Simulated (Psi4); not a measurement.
**C3H6F2 (1,3-difluoropropane): PBE0/cc-pVDZ**

What is the vertical singlet–triplet gap of C3H6F2 (1,3-difluoropropane) at PBE0/cc-pVDZ? 

The calculation is run with Psi4 1.11.

1 further run of the same task is left out (set aside as unsound or not needed).

### 1 The system as given

C3H6F2 has 11 atoms, charge 0, and is taken as a singlet. As SMILES, `FCCCF`. The coordinates come from a PBE0-D4/def2-TZVP relaxation. This is one conformer, not always the lowest.

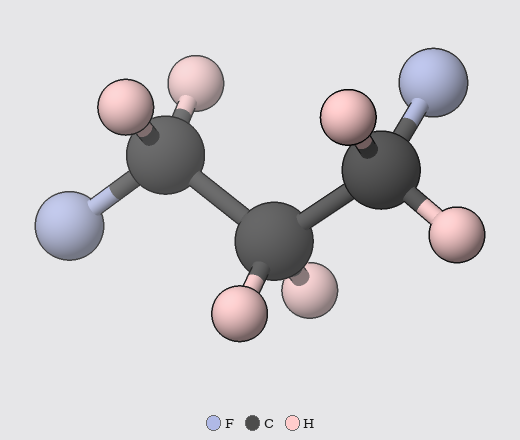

The structure, seen from a chosen angle (fluorine light blue, carbon dark grey, hydrogen pink).

### 2 A single-point energy at PBE0/cc-pVDZ

Contents of input.json:

```json
{
 "schema_name": "qcschema_input",
 "schema_version": 1,
 "molecule": {
  "schema_name": "qcschema_molecule",
  "schema_version": 2,
  "symbols": ["F", "C", "C", "C", "F", "H", "H", "H", "H", "H", "H"],
  "geometry": [-3.712178, 2.70741062, -0.20238967, -1.3517211, 1.89104893, 0.56805167, -0.7086473, -0.56465017, -0.73283579, 1.82831003, -1.58396844, 0.0655735, 3.73334293, 0.07596699, -0.62587729, -1.4069011, 1.65407728, 2.6240737, 0.01511781, 3.36711401, 0.10223418, -0.73359168, -0.29158474, -2.78092096, -2.1506973, -1.97703147, -0.27797871, 1.93923695, -1.82944386, 2.11800504, 2.21740463, -3.39772757, -0.84262888],
  "molecular_charge": 0,
  "molecular_multiplicity": 1,
  "fix_symmetry": "c1",
  "fix_com": true,
  "fix_orientation": true
 },
 "driver": "energy",
 "model": {
  "method": "pbe0",
  "basis": "cc-pVDZ"
 },
 "keywords": {
  "puream": true,
  "e_convergence": 1e-09,
  "d_convergence": 1e-08,
  "scf_type": "pk",
  "dft_radial_points": 99,
  "dft_spherical_points": 590,
  "scf_properties": ["MULLIKEN_CHARGES", "LOWDIN_CHARGES", "WIBERG_LOWDIN_INDICES"]
 }
}
```

Started as:

```sh
psi4 --qcschema input.json -n 1 --memory 1600MB
```

stdout:

```text
[...]
  Running in c1 symmetry.
[...]
  Nuclear repulsion =  184.503528997433932
[...]
  Multiplicity = 1
[...]
  Nalpha       = 21
  Nbeta        = 21
[...]
    Number of basis functions: 100
[...]
   @RKS iter   1:  -317.10452771614467   -3.34622e-01   5.85181e-03 DIIS/ADIIS
[...]
   @RKS iter  11:  -317.28242931743029   -3.58114e-12   5.38580e-09 DIIS
[...]
    Orbital Energies [Eh]
    ---------------------
    Doubly Occupied:
       1A    -24.762726     2A    -24.755981     3A    -10.311678
       4A    -10.303441     5A    -10.243870     6A     -1.223322
       7A     -1.216944     8A     -0.826527     9A     -0.711655
      10A     -0.630874    11A     -0.531094    12A     -0.524783
      13A     -0.504697    14A     -0.493127    15A     -0.466020
      16A     -0.441818    17A     -0.406417    18A     -0.370610
      19A     -0.351158    20A     -0.341065    21A     -0.333120
[...]
  @RKS Final Energy:  -317.28242931743029
   => Energetics <=
    Nuclear Repulsion Energy =            184.5035289974339321
    One-Electron Energy =                -802.8769357133580797
    Two-Electron Energy =                 330.8103195945545849
    DFT Exchange-Correlation Energy =     -29.7193421960607189
    Empirical Dispersion Energy =           0.0000000000000000
    VV10 Nonlocal Energy =                  0.0000000000000000
    Total Energy =                       -317.2824293174302852
[...]
 Multipole Moments:
 ------------------------------------------------------------------------------------
     Multipole            Electronic (a.u.)      Nuclear  (a.u.)        Total (a.u.)
 ------------------------------------------------------------------------------------
 L = 1.  Multiply by 2.5417464519 to convert [e a0] to [Debye]
 Dipole X            :          1.4074593           -1.3212965            0.0861628
 Dipole Y            :        -21.6826663           21.0303841           -0.6522823
 Dipole Z            :          7.4023975           -7.1068820            0.2955155
 Magnitude           :                                                    0.7212667
[...]
  Mulliken Charges: (a.u.)
   Center  Symbol    Alpha    Beta     Spin     Total
       1     F     4.62755  4.62755  0.00000 -0.25509
       2     C     2.89493  2.89493  0.00000  0.21015
       3     C     3.07397  3.07397  0.00000 -0.14794
       4     C     2.90536  2.90536  0.00000  0.18928
       5     F     4.62765  4.62765  0.00000 -0.25531
       6     H     0.48431  0.48431  0.00000  0.03138
       7     H     0.47739  0.47739  0.00000  0.04521
       8     H     0.47049  0.47049  0.00000  0.05902
       9     H     0.47603  0.47603  0.00000  0.04793
      10     H     0.48242  0.48242  0.00000  0.03515
      11     H     0.47990  0.47990  0.00000  0.04021
[...]
```

The result, in JSON:

```text
{
 "driver": "energy",
 "model": {
  "method": "pbe0",
  "basis": "cc-pVDZ"
 },
 "success": true,
 "return_result": -317.2824293174303,
 "properties": {
  "calcinfo_nbasis": 100,
  "calcinfo_nmo": 100,
  "calcinfo_nalpha": 21,
  "calcinfo_nbeta": 21,
  "calcinfo_natom": 11,
  "nuclear_repulsion_energy": 184.50352899743393,
  "return_energy": -317.2824293174303,
  "scf_one_electron_energy": -802.8769357133581,
  "scf_two_electron_energy": 330.8103195945546,
  "scf_xc_energy": -29.71934219606072,
  "scf_dipole_moment": [0.0861628006505728, -0.6522822807956317, 0.29551550320558295],
  "scf_total_energy": -317.2824293174303,
  "scf_iterations": 11
 }
}
```

Run time: 29 s. Hardware: 1 thread of Intel Xeon Platinum 8488C (Sapphire Rapids), shared host; peak memory 0.85 GiB.

### 3 The triplet: energy and gradient at UPBE0/cc-pVDZ

Contents of calc.inp:

```
memory 1600 mb

molecule {
  0 3
  F     -1.964400     1.432700    -0.107100
  C     -0.715300     1.000700     0.300600
  C     -0.375000    -0.298800    -0.387800
  C      0.967500    -0.838200     0.034700
  F      1.975600     0.040200    -0.331200
  H     -0.744500     0.875300     1.388600
  H      0.008000     1.781800     0.054100
  H     -0.388200    -0.154300    -1.471600
  H     -1.138100    -1.046200    -0.147100
  H      1.026200    -0.968100     1.120800
  H      1.173400    -1.798000    -0.445900
  symmetry c1
}

set basis cc-pVDZ
set reference uks
set puream true
set e_convergence 1e-09
set d_convergence 1e-08
set scf_type pk
set dft_radial_points 99
set dft_spherical_points 590
set maxiter 200

E = gradient("pbe0")
```

Started as:

```sh
psi4 -i calc.inp -o calc.out -n 1
```

calc.out:

```text
[...]
  Running in c1 symmetry.
[...]
  Nuclear repulsion =  184.503528916065250
[...]
  Multiplicity = 3
[...]
  Nalpha       = 22
  Nbeta        = 20
[...]
    Number of basis functions: 100
[...]
   @UKS iter   1:  -316.68878620488323    8.11195e-02   6.49715e-03 ADIIS/DIIS
[...]
   @UKS iter  27:  -316.94370862105222   -1.84741e-11   7.05352e-09 DIIS
[...]
   @S^2 Observed:                2.003879341E+00
[...]
  @UKS Final Energy:  -316.94370862105222
   => Energetics <=
    Nuclear Repulsion Energy =            184.5035289160652496
    One-Electron Energy =                -800.7771983161524076
    Two-Electron Energy =                 328.9214616033011112
    DFT Exchange-Correlation Energy =     -29.5915008242662410
    Empirical Dispersion Energy =           0.0000000000000000
    VV10 Nonlocal Energy =                  0.0000000000000000
    Total Energy =                       -316.9437086210522239
[...]
 Multipole Moments:
 ------------------------------------------------------------------------------------
     Multipole            Electronic (a.u.)      Nuclear  (a.u.)        Total (a.u.)
 ------------------------------------------------------------------------------------
 L = 1.  Multiply by 2.5417464519 to convert [e a0] to [Debye]
 Dipole X            :         -0.1811580           -0.0079578           -0.1891158
 Dipole Y            :          4.3096871           -3.7858827            0.5238044
 Dipole Z            :         -1.0750202            1.2759935            0.2009733
 Magnitude           :                                                    0.5920525
[...]
  -Total Gradient:
     Atom            X                  Y                   Z
    ------   -----------------  -----------------  -----------------
       1        0.024429215603    -0.001049990895     0.014590056614
       2       -0.019256360399    -0.027574556122    -0.035801750895
       3       -0.030519148424     0.032521843155     0.021930620055
       4        0.037815950869    -0.112911552980    -0.031265284503
       5        0.001045473592     0.022478218692    -0.000354700280
       6        0.000677838534     0.006258195175    -0.002558777606
       7       -0.007954937482    -0.000698096735     0.008791574609
       8        0.001799187345    -0.006610972618     0.008077950458
       9        0.015817640356     0.020214628867    -0.007030630472
      10       -0.009900263679     0.008505045922    -0.018345205125
      11       -0.013945450017     0.058864572638     0.041968514842
[...]
```

Wall time 1.7 min (1 thread of Intel Xeon Platinum 8488C (Sapphire Rapids), shared host); peak memory 0.84 GiB.

### 4 Outcome

Level: PBE0/cc-pVDZ.

| quantity | value |
| --- | --- |
| singlet: total energy | -317.28243 Eh |
| singlet: dipole moment | 1.83 D |
| singlet: HOMO energy | -9.06 eV |
| singlet: LUMO energy | 1.83 eV |
| singlet: HOMO–LUMO gap | 10.89 eV |
| triplet: total energy | -316.94371 Eh |
| triplet: dipole moment | 1.50 D |
| triplet: HOMO energy (highest over α and β) | -0.48 eV |
| triplet: ⟨S²⟩ | 2.004 |
| triplet: largest force on an atom | 6.331 eV/Å |
| vertical energy of the triplet above the singlet | 9.217 eV |

In words: At this shape the triplet lies 9.22 eV (889 kJ/mol) above the singlet. Mulliken charges (singlet) run from -0.26 on F5 to +0.21 on C2; they depend strongly on the basis.
